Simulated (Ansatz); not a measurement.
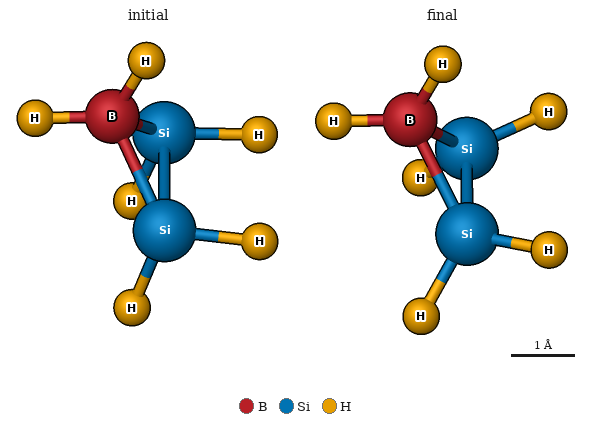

The structure of BSi2H6 (charge −1) before (left) and after (right) a relaxation, at one scale.

Style: ball-and-stick. Shown from a free direction.

It is one of the separated reactants of a reaction.

Level of theory: RKS PBE0-D4/def2-TZVPD (Ansatz). (force threshold 0.005 eV/Å; at most 200 steps)

Question: Summarise the run.

Answer: Over 9 geometry steps the energy falls by 6.18 kcal/mol. The largest force component goes from 0.31 to 0.0039 eV/Å. The largest moves after the best rigid fit, 0.47 Å, are those of H atoms. Largest moves by element: H 0.47 Å, Si 0.28 Å, B 0.08 Å. Some distances before and after: Si–Si 2.626 → 2.302 Å, H–Si 1.522 → 1.501 Å, B–Si 2.021 → 2.035 Å, B–H 1.223 → 1.211 Å. Bond angles that change, for instance: Si–Si–H 94.5° → 118.5°, Si–Si–H 94.6° → 118.5°, Si–Si–H 94.9° → 118.6°.
